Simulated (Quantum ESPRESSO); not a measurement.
**Converging the plane-wave cutoff: SrGaGe (P3m1, 3 atoms in the cell)**

```
SrGaGe
1.0
    4.25660     0.00000     0.00000
   -2.12830     3.68633     0.00000
    0.00000     0.00000     4.69756
Sr Ga Ge
1 1 1
Direct
  0.00000   0.00000   0.01064
  0.33333   0.66667   0.50000
  0.66667   0.33333   0.50000
```

Method of the run: PBEsol, PseudoDojo standard norm-conserving (PBESOL) pseudopotentials (plane waves; Quantum ESPRESSO).

Base settings: ecutwfc = 80 Ry; occupations = smearing; smearing = gauss; degauss = 0.0073499 Ry; potentials = {Sr: Sr.upf, Ga: Ga.upf, Ge: Ge.upf}; K_POINTS = automatic 3 3 3 0 0 0; conv_thr = 1e-11 Ry; mixing_beta = 0.4.

The second cell is the first with its lattice scaled by 0.98.

The mesh stays at the base's, so the ladder's end is converged at best in this setting alone.

Only quantities that move along the ladder and can be compared are tabulated.

The count of work is k-points × plane waves × bands × iterations; it is no time. 

The starting cell comes from a database of computed structures (which also holds hypothetical and non-ambient phases and stackings), without a prior relaxation at this level. Its lattice was rescaled by up to half a per cent. One atom was moved a little off its site on purpose. Without a gap this mesh is coarse (it stands for a supercell whose shortest vector is 13 Å).

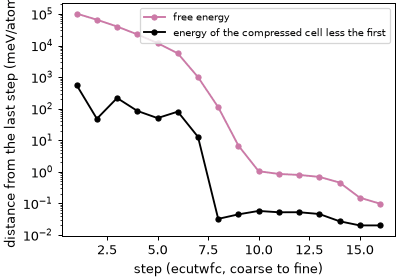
Fig. 1. Distance from the last step along the ladder; very small values are drawn at a floor.

```tsv
ecutwfc	free energy less the last step's (meV/atom)	energy of the compressed cell less the first (meV/atom)	pressure (GPa)	largest difference of a force vector from the last step's (eV/Å)	count of work / last
28 Ry	102485.25	576.93	-1323.44	0.036	0.066
32 Ry	65590.58	-25.65	-1085.62	0.048	0.086
36 Ry	39897.86	-194.97	-833.88	0.004	0.089
40 Ry	22508.82	106.90	-591.76	0.007	0.10
44 Ry	11911.44	72.43	-388.39	0.014	0.12
48 Ry	5645.35	102.51	-226.93	0.001	0.13
56 Ry	999.90	34.98	-57.40	0.001	0.16
64 Ry	111.21	22.23	-7.59	0.000	0.18
72 Ry	6.74	22.24	1.22	0.000	0.23
80 Ry	1.04	22.26	1.98	0.000	0.25
88 Ry	0.85	22.25	2.00	0.000	0.28
96 Ry	0.79	22.25	2.00	0.000	0.32
108 Ry	0.69	22.24	1.99	0.000	0.39
120 Ry	0.46	22.23	1.99	0.000	0.45
140 Ry	0.15	22.21	1.99	0.000	0.62
160 Ry	0.10	22.20	2.00	0.000	0.76
192 Ry	0.00	22.20	2.00	0.000	1.0
```

Coarsest ecutwfc that holds the free energy within 5 meV/atom of the last step, with all finer ones: 80 Ry, at 0.25 of the last step's count of work; the step before is off by 6.7 meV/atom.

Coarsest ecutwfc that holds the pressure within 0.1 GPa of the last step, with all finer ones: 80 Ry, at 0.25 of the last step's count of work; the step before is off by 0.78 GPa.

Coarsest ecutwfc that holds the energy of the compressed cell less the first within 1 meV/atom of the last step, with all finer ones: 64 Ry, at 0.18 of the last step's count of work; the step before is off by 13 meV/atom.

The energy difference between the two cells stays within 1 meV/atom of the last step's from 64 Ry on, the total only from 88 Ry on: much of the error is common to both cells and cancels.

At the lowest cutoff the pressure lies 1330 GPa under the last step's, the usual sign of Pulay stress in an incomplete plane-wave basis.
